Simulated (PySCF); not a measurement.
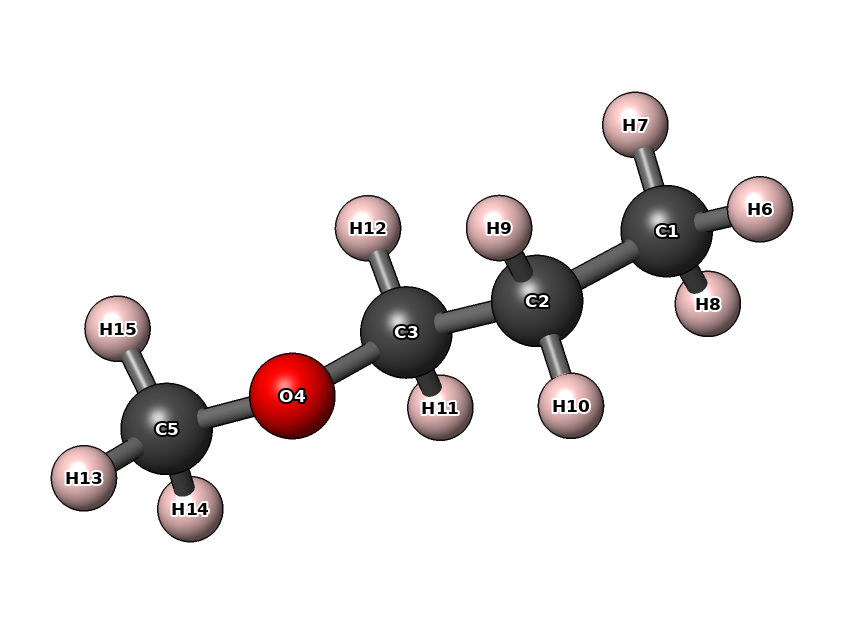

The thickness of each stick grows with its Mayer bond order. The geometry was computed by an optimisation with PBE0-D3(BJ)/def2-SVP. No frequency run is at hand to confirm it as a minimum. Level of theory: PBE0/pcSseg-1 (PySCF 2.14.0).

List the Mayer bond orders of C1–C2, C1–H6, C1–H7, C2–C3, C2–H9, C3–O4, C3–H11, O4–C5, C5–H13, C5–H14 (one bond of each equivalent set).

| bond | Mayer order | length (Å) |
| --- | --- | --- |
| C1–C2 | 1.05 | 1.519 |
| C1–H6 | 0.97 | 1.100 |
| C1–H7 | 0.96 | 1.102 |
| C2–C3 | 1.03 | 1.513 |
| C2–H9 | 0.95 | 1.103 |
| C3–O4 | 0.93 | 1.396 |
| C3–H11 | 0.94 | 1.112 |
| O4–C5 | 0.95 | 1.390 |
| C5–H13 | 0.97 | 1.099 |
| C5–H14 | 0.96 | 1.109 |
